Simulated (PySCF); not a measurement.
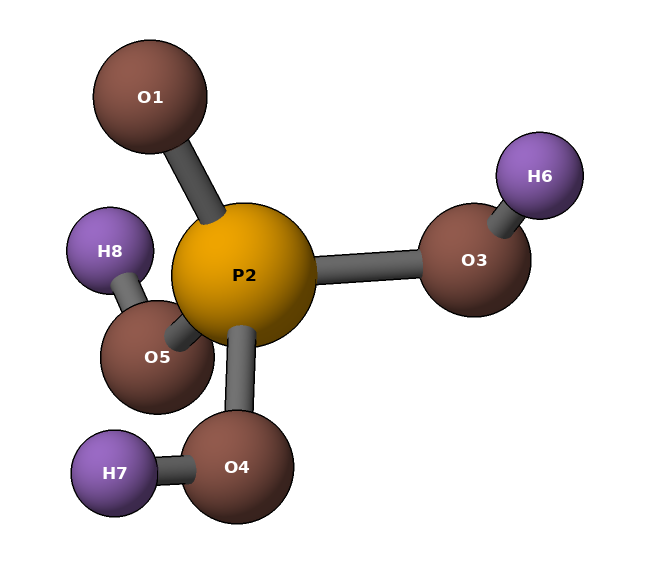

The computed structure is the end point of a PBE0-D3(BJ)/def2-SVP optimisation. No frequency run is at hand to confirm it as a minimum. Method: GIAO BHandHLYP/pcSseg-2 NMR shielding, non-relativistic, gas phase (PySCF 2.14.0). Principal shieldings σ11 ≤ σ22 ≤ σ33, span Ω = σ33 − σ11, skew κ = 3(σiso − σ22)/Ω.

Give the shielding tensors of the P atoms.

```
atom    σ11    σ22    σ33   σiso      Ω     κ
  P2  234.0  235.3  441.5  303.6  207.5  0.99
```

Shieldings and span in ppm.
